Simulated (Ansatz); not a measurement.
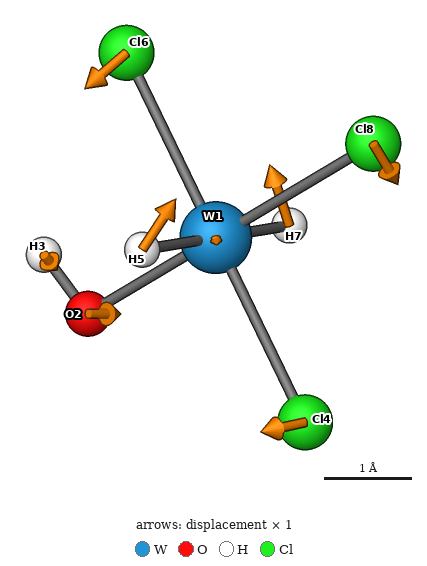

A relaxation of WH$_{3}$OCl$_{3}$. The starting structure is drawn; orange arrows show the displacements, at their true length. The two geometries are superimposed by the best rigid fit.

The picture is a ball-and-stick view, seen at a tilt.

The run prepares the start of a later molecular dynamics calculation, from a guessed geometry.

Computed with RKS PBE-D4/def2-SVP (Ansatz 0.2.0).

Input
```yaml
crystal:
  periodic: [false, false, false]
  atoms:
    - { symbol: W, position_ang: [0.0, 0.0, 0.0] }
    - { symbol: O, position_ang: [0.0, 0.0, 1.94] }
    - { symbol: H, position_ang: [-0.9095, -0.2814, 2.2771] }
    - { symbol: Cl, position_ang: [2.39, 0.0, 0.0] }
    - { symbol: H, position_ang: [0.0, 1.72, 0.0] }
    - { symbol: Cl, position_ang: [-2.39, 0.0, 0.0] }
    - { symbol: H, position_ang: [0.0, -1.72, 0.0] }
    - { symbol: Cl, position_ang: [0.0, 0.0, -2.39] }
basis:
  gaussian: { orbitals: def2-SVP }
hamiltonian:
  xc: pbe
  dispersion: d4
relax:
  f_tol: 0.02
  max_steps: 40
output:
  orbitals: {}
```

Launched with:
```bash
ansatz run input.yaml --threads 4 --pin off --max-ram 5120MiB --backend cpu --events-out ev --progress --plain --runs-dir out
```

What happened in the run?

Answer. The atom that moves furthest after the best rigid fit is H7 (0.79 Å). By element the largest moves are H 0.79 Å, Cl 0.68 Å, O 0.54 Å, W 0.11 Å. Near-neighbour distances that change, for instance: W1–Cl4 2.390 → 2.306 Å, W1–O2 1.940 → 1.904 Å, O2–H3 1.010 → 0.978 Å, W1–H5 1.720 → 1.693 Å. Among the angles between lasting bonds that change: H5–W1–H7 180.0° → 126.6°, Cl4–W1–H7 90.0° → 131.9°, O2–W1–H5 90.0° → 127.9°. After 21 accepted moves (22 points after the start) the energy has fallen by 47.2 kcal/mol. The largest force component goes from 2.3 to 0.014 eV/Å. The line search rejected the trial step at point 21 of the run. The run took 49 s on 4 threads of Intel(R) Xeon(R) Platinum 8259CL CPU @ 2.50GHz (Skylake/Cascade Lake), with other jobs on the host, peak memory 0.21 GiB.
